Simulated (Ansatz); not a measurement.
# Single-point calculation of C2H7NO2

- system: C2H7NO2
- method: RKS wB97M-V/def2-TZVPP (Ansatz 0.2.0)

The geometry comes from this level: PBE0-D4/def2-TZVP. Figures and captions count atoms from 1; the log counts them from 0 in places.

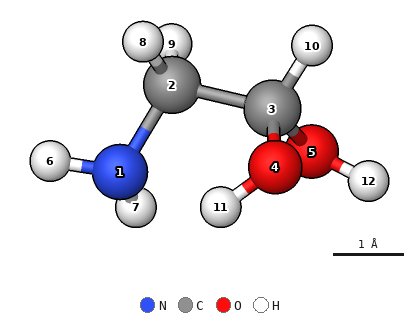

*The structure (ball-and-stick view, seen at a tilt; atoms are numbered from 1 in the order of the input).*

Bond lengths as drawn: C–C 1.52 Å, C–H 1.09 to 1.10 Å, C–N 1.45 Å, C–O 1.39 to 1.41 Å, H–N 1.01 Å and H–O 0.96 to 0.97 Å.

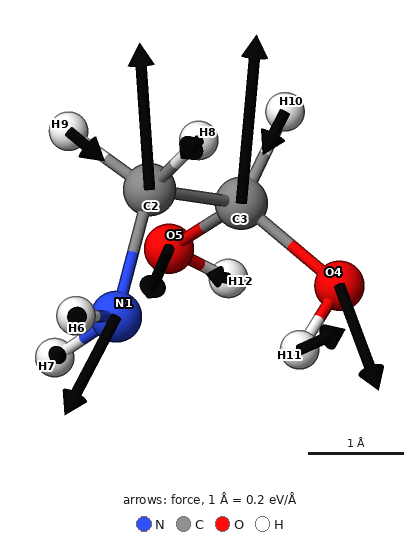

*Forces on the atoms as black arrows (ball-and-stick view, seen at a tilt; atoms are numbered from 1 in the order of the input).*

The largest act on C3 (0.36 eV/Å); C2 (0.31 eV/Å); O4 (0.26 eV/Å); N1 (0.24 eV/Å), among others. The geometry is not a stationary point of this energy.

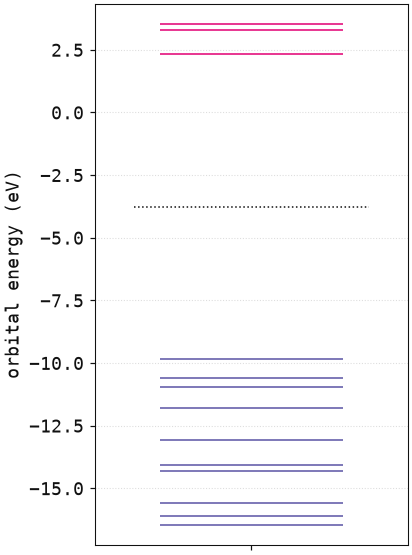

*Orbital energies near the frontier; the dotted line parts filled from empty levels, and levels within 0.02 eV of each other stand side by side.*

Highest filled −9.84 eV, lowest empty 2.31 eV, 12.15 eV apart.

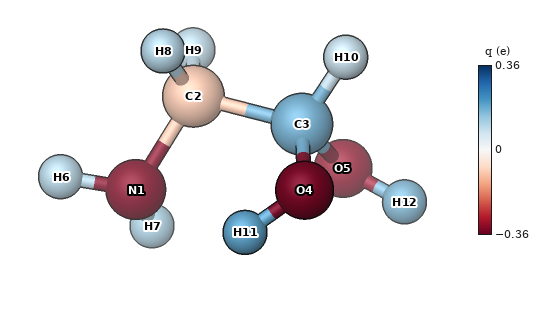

*Mulliken charges, as the colour of each atom (ball-and-stick view, seen at a tilt; atoms are numbered from 1 in the order of the input; Mulliken charges depend strongly on the basis).*

By element: N −0.33, C −0.10 to +0.18, O −0.34 to −0.32 and H +0.08 to +0.19 e.

The input that produced these results follows, with the program's output.

**The input**
```yaml
crystal:
  periodic: [false, false, false]
  atoms:
    - {symbol: N, position_ang: [-1.280447, 0.127149, -0.681544]}
    - {symbol: C, position_ang: [-0.639983, -0.136694, 0.597107]}
    - {symbol: C, position_ang: [0.859085, -0.200235, 0.358196]}
    - {symbol: O, position_ang: [1.151202, -1.046896, -0.701925]}
    - {symbol: O, position_ang: [1.273912, 1.123552, 0.095875]}
    - {symbol: H, position_ang: [-2.270097, -0.070395, -0.654682]}
    - {symbol: H, position_ang: [-1.154917, 1.096000, -0.944801]}
    - {symbol: H, position_ang: [-0.968884, -1.113043, 0.959419]}
    - {symbol: H, position_ang: [-0.849530, 0.607729, 1.374818]}
    - {symbol: H, position_ang: [1.384422, -0.595133, 1.236201]}
    - {symbol: H, position_ang: [0.414859, -0.916202, -1.324610]}
    - {symbol: H, position_ang: [2.157377, 1.068868, -0.280053]}
basis:
  gaussian: {orbitals: def2-TZVPP}
hamiltonian: {xc: {name: wB97M-V}}
output: {forces: true, orbitals: {seedname: orbitals}}
```

Run as:
```bash
ansatz run in.yaml --threads 4 --pin off --events-out ev --progress --plain --max-ram 10444MiB
```

**The program's output**
```
Functional definition: wB97M-V
  name "wB97M-V"
  cite "Mardirossian & Head-Gordon, J. Chem. Phys. 144, 214110 (2016) doi:10.1063/1.4952647"
  cite "Becke, J. Chem. Phys. 107, 8554 (1997) doi:10.1063/1.475007"
  cite "Vydrov & Van Voorhis, J. Chem. Phys. 133, 244103 (2010) doi:10.1063/1.3521275"
  # Of w^i u^j: cxij and so on, Table III.
  parameter omega = 0.3/bohr
  parameter cx = 0.15
  parameter cx01 = 1.007
  parameter cx10 = 0.259
  parameter css00 = 0.443
  parameter css04 = -1.437
  parameter css10 = -4.535
  parameter css20 = -3.390
  parameter css43 = 4.278
  parameter cos00 = 1.000
  parameter cos10 = 1.358
  parameter cos20 = 2.924
  parameter cos21 = -8.812
  parameter cos60 = -1.390
  parameter cos61 = 9.142
  parameter b = 6.0
  parameter c = 0.01
  gx(w, u) = 1 - cx + cx01*u + cx10*w
  gss(w, u) = css00 + css04*u^4 + css10*w + css20*w^2 + css43*w^4*u^3
  gos(w, u) = cos00 + cos10*w + (cos20 + cos21*u)*w^2 + (cos60 + cos61*u)*w^6
  exchange = spin_sum(e_x_unif_sr(omega)*gx(b97_w, b97_u_x)) + cx*exact_x_sr(omega) + exact_x_lr(omega)
  correlation = spin_sum(e_c_pw_mod_same_spin*gss(b97_w, b97_u_same))
      + integral(e_c_pw_mod_opposite_spin*gos(b97_w_opposite, b97_u_opposite)) + vv10(b, c)
1230 factors; their error is unknown
309 factors; integrals over basis functions are off by at most 6.6e-6 eV
mean field evaluation 1: about -7765.7303 eV, gradient 6.3e1 eV
mean field evaluation 2: about -7766.8568 eV, gradient 6.1e1 eV
mean field evaluation 4: about -7772.7051 eV, gradient 1.8e0 eV
mean field evaluation 8: about -7772.7152 eV, gradient 4.9e-2 eV
mean field evaluation 16: about -7772.7010 eV, gradient 2.4e-4 eV
mean field -7772.70101759 eV, -285.6414938704 hartree, gradient 6.5e-5 eV, S^2 0.000000; 0 other end points of the search recorded, 0 dependent functions left out
the calculation of the forces begins
reference -7772.70106100 eV, -285.6414954658 hartree; 21, 21 occupied and 232, 232 virtual orbitals, 1230 factors
Total energy: -7772.70106100 eV, -285.6414954658 hartree
Atom 0 at    -1.280447     0.127149    -0.681544 Å, force    -0.130069     0.085020    -0.189141 eV/Å
Atom 1 at    -0.639983    -0.136694     0.597107 Å, force    -0.020783    -0.058356     0.306349 eV/Å
Atom 2 at     0.859085    -0.200235     0.358196 Å, force    -0.000311    -0.118238     0.340078 eV/Å
Atom 3 at     1.151202    -1.046896    -0.701925 Å, force    -0.047432    -0.084776    -0.238748 eV/Å
Atom 4 at     1.273912     1.123552     0.095875 Å, force     0.104948     0.152839    -0.083378 eV/Å
Atom 5 at    -2.270097    -0.070395    -0.654682 Å, force     0.038294     0.021783    -0.002713 eV/Å
Atom 6 at    -1.154917     1.096000    -0.944801 Å, force    -0.020168    -0.034721     0.008670 eV/Å
Atom 7 at    -0.968884    -1.113043     0.959419 Å, force     0.026818     0.074007    -0.026769 eV/Å
Atom 8 at    -0.849530     0.607729     1.374818 Å, force     0.025545    -0.060538    -0.077615 eV/Å
Atom 9 at     1.384422    -0.595133     1.236201 Å, force    -0.046063     0.044653    -0.082737 eV/Å
Atom 10 at     0.414859    -0.916202    -1.324610 Å, force     0.114993    -0.045042     0.029882 eV/Å
Atom 11 at     2.157377     1.068868    -0.280053 Å, force    -0.045772     0.023369     0.016122 eV/Å
Dipole moment:    -0.320930     0.115124     0.095488 e Å
```

**Results in brief**

- outcome: converged
- total energy: −7772.7011 eV
- SCF solution under orbital rotations: stable
- HOMO: −9.84 eV
- LUMO: 2.31 eV
- largest force (length of the vector): 0.360 eV/Å
- dipole moment: 1.70 D
- hardware: 4 threads of INTEL XEON PLATINUM @ 2.10GHz, 23 GiB of memory available, shared host
- wall time: 4.9 s (CPU time 18 s)
- peak memory: 0.86 GiB
